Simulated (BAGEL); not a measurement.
**Si2H3OF (SMILES F[Si]O[SiH3]) at HF/6-31G(d) (density fitting with qzvpp-jkfit, spherical functions)**

Aim: the energy change on altering one bond length of Si2H3OF at HF/6-31G* (density fitting with qzvpp-jkfit, spherical functions), from 2 runs. 

The results are computed with BAGEL 1.2.2.

1 further run of the same task is left out (set aside as unsound or not needed).

**1. The molecule**

The species is Si2H3OF (7 atoms), meant as a singlet with charge 0. SMILES: `F[Si]O[SiH3]`. The shape is that of a PBE0-D4/def2-TZVP optimisation. This is one conformer, not always the lowest.

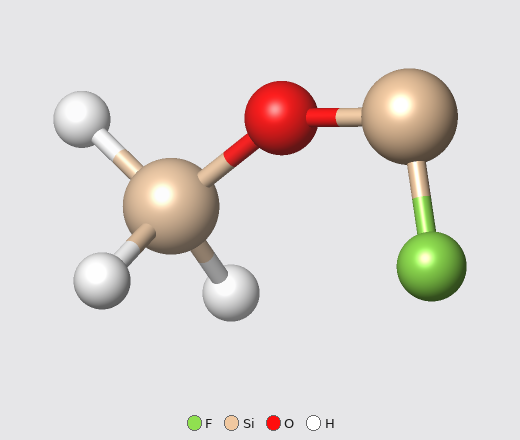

The structure, seen from a chosen angle (fluorine green, silicon light orange, oxygen red, hydrogen white).

**2. A single-point energy at HF/6-31G(d) (density fitting with qzvpp-jkfit, spherical functions)**

job.json

```json
{ "bagel": [

{
  "title": "molecule",
  "basis": "6-31gs.json",
  "df_basis": "qzvpp-jkfit",
  "angstrom": true,
  "geometry": [
    { "atom": "F", "xyz": [    0.639300,   -1.829500,    1.608700 ] },
    { "atom": "Si", "xyz": [   -0.428700,   -2.165500,    0.441500 ] },
    { "atom": "O", "xyz": [   -0.538300,   -0.736500,   -0.334600 ] },
    { "atom": "Si", "xyz": [   -0.025600,    0.837100,   -0.406700 ] },
    { "atom": "H", "xyz": [   -0.705100,    1.480700,   -1.555500 ] },
    { "atom": "H", "xyz": [   -0.385700,    1.537800,    0.850000 ] },
    { "atom": "H", "xyz": [    1.444000,    0.875800,   -0.603300 ] }
  ]
},
{ "title": "hf" },
{ "title": "print", "file": "orbitals.molden", "orbitals": true }

]}
```

The basis set 6-31G* is read from a file made from the Basis Set Exchange's data (not shown).

Command:

```
$ BAGEL_NUM_THREADS=1 BAGEL job.json > job.out
```

Output:

```text
* using 1 threads per process

  ===============================================================
  ===============================================================

  *** Geometry ***

  { "atom" : "F", "xyz" : [      1.208102,     -3.457254,      3.040002 ] },
  { "atom" : "Si", "xyz" : [     -0.810126,     -4.092202,      0.834314 ] },
  { "atom" : "O", "xyz" : [     -1.017240,     -1.391783,     -0.632302 ] },
  { "atom" : "Si", "xyz" : [     -0.048377,      1.581890,     -0.768552 ] },
  { "atom" : "H", "xyz" : [     -1.332446,      2.798117,     -2.939469 ] },
  { "atom" : "H", "xyz" : [     -0.728867,      2.906021,      1.606267 ] },
  { "atom" : "H", "xyz" : [      2.728765,      1.655022,     -1.140072 ] },

  Number of auxiliary basis functions:      464

  Since a DF basis is specified, we compute 2- and 3-index integrals:
    o Being stored without compression. Storage requirement is 0.018 GB

  Number of basis functions:       70
  Number of electrons      :       48

    * METHOD: MOLECULE                             0.21

  *** RHF ***

  === Nuclear Repulsion ===
   211.0236356848

      * DIIS with orbital gradients will be used.

  === RHF iteration (6-31gs.json) ===
      0       -753.72387436          0.02566215           0.05
      1       -753.87553382          0.01876974           0.05
      2       -753.99189766          0.00138057           0.05
      3       -753.99334886          0.00061636           0.05
      4       -753.99351823          0.00013026           0.05
      5       -753.99353452          0.00003032           0.05
      6       -753.99353543          0.00000771           0.05
      7       -753.99353548          0.00000199           0.05
      8       -753.99353549          0.00000089           0.05
      9       -753.99353549          0.00000027           0.05
     10       -753.99353549          0.00000013           0.05
     11       -753.99353549          0.00000004           0.05
     12       -753.99353549          0.00000001           0.05
    * SCF iteration converged.

    * Permanent dipole moment:
           (    0.085593,    -0.318625,     0.248405) a.u.

    * METHOD: HF                                   0.74

    * METHOD: PRINT                                0.01

  ===============================================================
```

Run time: 1.1 s. Hardware: 1 thread of Arm Neoverse V1, shared host; peak memory 0.098 GiB.

**3. The distorted shape**

hf.json

```json
{ "bagel" : [

{
  "title" : "molecule",
  "basis" : "6-31gs.json",
  "df_basis" : "qzvpp-jkfit",
  "angstrom" : true,
  "geometry" : [
    { "atom" : "F", "xyz" : [       1.173333,      -1.661490,       2.192336 ] },
    { "atom" : "Si", "xyz" : [      -0.428700,      -2.165500,       0.441500 ] },
    { "atom" : "O", "xyz" : [      -0.538300,      -0.736500,      -0.334600 ] },
    { "atom" : "Si", "xyz" : [      -0.025600,       0.837100,      -0.406700 ] },
    { "atom" : "H", "xyz" : [      -0.705100,       1.480700,      -1.555500 ] },
    { "atom" : "H", "xyz" : [      -0.385700,       1.537800,       0.850000 ] },
    { "atom" : "H", "xyz" : [       1.444000,       0.875800,      -0.603300 ] }
  ]
},

{ "title" : "hf" },

{ "title" : "print", "file" : "orbitals.molden", "orbitals" : true }

]}
```

The basis set 6-31G* is read from a file made from the Basis Set Exchange's data (not shown).

Command:

```
$ BAGEL_NUM_THREADS=1 BAGEL hf.json > hf.out
```

Output:

```text
* using 1 threads per process

  ===============================================================
  ===============================================================

  *** Geometry ***

  { "atom" : "F", "xyz" : [      2.217278,     -3.139761,      4.142915 ] },
  { "atom" : "Si", "xyz" : [     -0.810126,     -4.092202,      0.834314 ] },
  { "atom" : "O", "xyz" : [     -1.017240,     -1.391783,     -0.632302 ] },
  { "atom" : "Si", "xyz" : [     -0.048377,      1.581890,     -0.768552 ] },
  { "atom" : "H", "xyz" : [     -1.332446,      2.798117,     -2.939469 ] },
  { "atom" : "H", "xyz" : [     -0.728867,      2.906021,      1.606267 ] },
  { "atom" : "H", "xyz" : [      2.728765,      1.655022,     -1.140072 ] },

  Number of auxiliary basis functions:      464

  Since a DF basis is specified, we compute 2- and 3-index integrals:
    o Being stored without compression. Storage requirement is 0.018 GB

  Number of basis functions:       70
  Number of electrons      :       48

    * METHOD: MOLECULE                             0.21

  *** RHF ***

  === Nuclear Repulsion ===
   191.8731978800

      * DIIS with orbital gradients will be used.

  === RHF iteration (6-31gs.json) ===
      0       -753.51264932          0.02703681           0.05
      1       -753.61699885          0.02551764           0.05
      2       -753.86646482          0.00250187           0.05
      3       -753.86971824          0.00145390           0.05
      4       -753.87086451          0.00031748           0.05
      5       -753.87101614          0.00011722           0.05
      6       -753.87104239          0.00004217           0.05
      7       -753.87104563          0.00000946           0.05
      8       -753.87104578          0.00000330           0.05
      9       -753.87104579          0.00000171           0.05
     10       -753.87104579          0.00000037           0.05
     11       -753.87104579          0.00000012           0.05
     12       -753.87104579          0.00000004           0.05
     13       -753.87104579          0.00000002           0.05
     14       -753.87104579          0.00000001           0.05
    * SCF iteration converged.

    * Permanent dipole moment:
           (    1.423209,    -0.036124,     1.772606) a.u.

    * METHOD: HF                                   0.86

    * METHOD: PRINT                                0.01

  ===============================================================
```

It took 1.2 s on 1 thread of Arm Neoverse V1, shared host; peak memory 0.098 GiB.

**4. Results**

Level: HF/6-31G* (density fitting with qzvpp-jkfit, spherical functions).

```
                                                          quantity          value
                                         first shape: total energy  -753.99354 Eh
                                        first shape: dipole moment         1.05 D
                                          first shape: HOMO energy      -10.22 eV
                                          first shape: LUMO energy        1.64 eV
                                        first shape: HOMO–LUMO gap       11.87 eV
                                     distorted shape: total energy  -753.87105 Eh
                                    distorted shape: dipole moment         5.78 D
                                      distorted shape: HOMO energy      -10.93 eV
                                      distorted shape: LUMO energy        0.11 eV
                                    distorted shape: HOMO–LUMO gap       11.05 eV
energy change with the F1–Si2 bond stretched from 1.617 to 2.426 Å       3.333 eV
```

With the F1–Si2 bond stretched from 1.617 to 2.426 Å the energy rises by 3.33 eV (77 kcal/mol). The first shape isn't relaxed at this level, so the change isn't measured from a minimum.
